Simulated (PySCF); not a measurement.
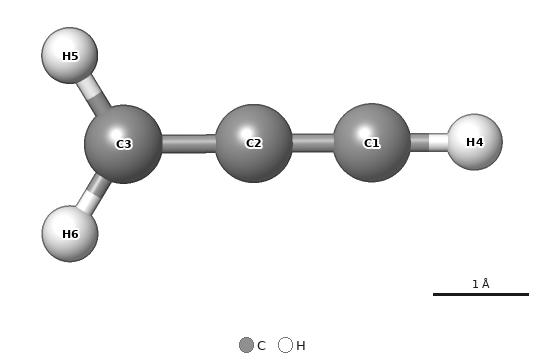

**Figure 1.** The structure (ball-and-stick view, seen on its broad side; atoms are numbered from 1 in the order of the input).

# C3H3: a changed input and its effect

System: C3H3, multiplicity 2, SMILES C#C[CH2].
Method of run 1: UKS LDA/def2-SVP (PySCF 2.14.0).

Text and figures count atoms from 1; the logs count them from 0 in places.

Input file, run 1:
```python
import json, numpy as np
from pyscf import gto, scf, dft, mp, cc, lib
mol = gto.M(atom="""
C      1.305128    -0.189027     0.152401
C      0.082054    -0.011245     0.009336
C     -1.267309     0.184005    -0.148357
H      2.367425    -0.342246     0.276624
H     -1.654859     1.062322    -0.688738
H     -1.995136    -0.533766     0.262306
""", basis='def2-SVP', charge=0, spin=1, verbose=3, max_memory=4000)
def mean_field(mol):
    mf = dft.UKS(mol, xc='lda,pw').density_fit()
    mf.grids.level = 3
    mf.conv_tol = 1e-9; mf.chkfile = None; mf.max_cycle = 100
    return mf
last = {}
def solved(mol):
    mf = mean_field(mol); mf.kernel(last.get('dm'))
    if not mf.converged: mf = mf.newton().run(mf.mo_coeff, mf.mo_occ).undo_soscf()
    for _ in range(2 if mol.verbose or not last else 0):   # follow an internal instability downhill
        mo, _, stable, _ = mf.stability(return_status=True)
        if stable: break
        mf.kernel(mf.make_rdm1(mo, mf.mo_occ))
        if not mf.converged: mf = mf.newton().run(mf.mo_coeff, mf.mo_occ).undo_soscf()
    assert mf.converged
    last['dm'] = mf.make_rdm1()
    return mf
out = {}
def energy(mol, gradient=False):
    mf = out['mf'] = solved(mol)
    e = mf.e_tot
    out.update(e=e, ref=mf.e_tot)
    if not gradient: return e
    return e, mf.nuc_grad_method().kernel()
from pyscf.geomopt import as_pyscf_method, geometric_solver
def step(mol):
    mol.verbose = 0; e, g = energy(mol, True)
    print('step  E = %.8f Eh   largest gradient = %.2e Eh/bohr' % (e, abs(g).max()), flush=True); out.setdefault('path', []).append(e)
    return e, g
done, mol = geometric_solver.kernel(as_pyscf_method(mol, step), maxsteps=150, convergence_gmax=3.9e-05, convergence_grms=2.6e-05, convergence_dmax=0.002, convergence_drms=1.3e-03, convergence_energy=1e-06, logIni='quiet.ini')
assert done
print('relaxation converged; final geometry (angstrom):')
print(mol.tostring('raw'))
mol.verbose = 3
print('Total energy: %.8f Eh' % energy(mol))
mf = out.pop('mf')
out['s2'] = mf.spin_square()[0]
out['dipole'] = mf.dip_moment(unit='Debye').tolist()
out['x'] = mol.atom_coords(unit='angstrom').tolist()
json.dump(out, open('result.json', 'w'))
```

Command:
```bash
OMP_NUM_THREADS=2 python input.py
```

Hardware: 2 threads of Intel Xeon @ 2.50GHz (Skylake/Cascade Lake), 189 GiB of memory available, shared host.

Output (run 1):
```
step  E = -114.81273206 Eh   largest gradient = 1.24e-02 Eh/bohr
step  E = -114.81289748 Eh   largest gradient = 2.50e-03 Eh/bohr
step  E = -114.81290200 Eh   largest gradient = 3.14e-04 Eh/bohr
step  E = -114.81290288 Eh   largest gradient = 3.35e-04 Eh/bohr
step  E = -114.81290297 Eh   largest gradient = 3.65e-05 Eh/bohr
step  E = -114.81290298 Eh   largest gradient = 1.74e-05 Eh/bohr
relaxation converged; final geometry (angstrom):
C           1.29738458       -0.18740685        0.15157995
C           0.07709492       -0.01080989        0.00894499
C          -1.26029049        0.18242190       -0.14729788
H           2.36343072       -0.34135074        0.27622839
H          -1.64913775        1.06288191       -0.68909573
H          -1.99144414       -0.53621506        0.26371543
converged SCF energy = -114.812902980754  <S^2> = 0.75655698  2S+1 = 2.0065463
<class 'pyscf.df.df_jk.DFUKS'> wavefunction is stable in the internal stability analysis
Total energy: -114.81290298 Eh
Dipole moment(X, Y, Z, Debye): -0.04339,  0.00639, -0.00493
```

For run 2 the input was changed thus:
```diff
-    mf = dft.UKS(mol, xc='lda,pw').density_fit()
+    mf = dft.UKS(mol, xc='pbe').density_fit()
+    mf.disp = "d4"
```

How does run 2 compare with run 1?

The total energies belong to different methods, so their difference says nothing on which is more stable or more accurate. The functional changes from lda,pw to PBE.

Output (run 2):
```
step  E = -115.76124560 Eh   largest gradient = 2.03e-04 Eh/bohr
step  E = -115.76124577 Eh   largest gradient = 8.03e-05 Eh/bohr
step  E = -115.76124582 Eh   largest gradient = 3.14e-05 Eh/bohr
relaxation converged; final geometry (angstrom):
C           1.30537556       -0.18882351        0.15239167
C           0.08201350       -0.01140253        0.00941525
C          -1.26751422        0.18368367       -0.14818482
H           2.36795063       -0.34213282        0.27661992
H          -1.65456168        1.06223914       -0.68872368
H          -1.99603404       -0.53373179        0.26221959
converged SCF energy = -115.761245817884  <S^2> = 0.76338828  2S+1 = 2.0133438
<class 'pyscf.df.df_jk.DFUKS'> wavefunction is stable in the internal stability analysis
Total energy: -115.76124582 Eh
Dipole moment(X, Y, Z, Debye): -0.05202,  0.00784, -0.00590
```

The two runs side by side:

```tsv
quantity	run 1	run 2
outcome	converged	converged
total energy (hartree)	−114.812903	−115.761246
⟨S²⟩	0.757	0.763
wall time (shared host)	75 s	95 s
```
